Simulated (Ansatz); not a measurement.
The starting structures come from a database of crystals and need not be the phases stable at ambient conditions.

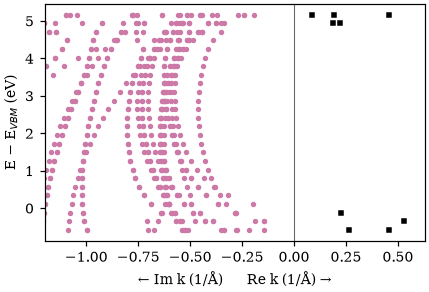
Fig. 1. Complex bands at the centre of the two-dimensional zone; r2SCAN in Ansatz (a quantum-chemistry and plane-wave program)

The gap is the functional's own, uncorrected, and κ follows it; spin-orbit coupling is left out. Mid-gap values are interpolated between the computed energies.

Question: This is LaSc₃(BO₃)₄ (R32, not sure to be the ambient phase, 20 atoms a cell, 11.1 Å³ an atom) along the normal of (110). Read off the slowest decay at the centre of the two-dimensional zone at 2.42 eV, the computed energy nearest the middle of the gap.

Answer: κ ≈ 0.46 1/Å, a decay length 1/(2κ) of the density of 1.1 Å.
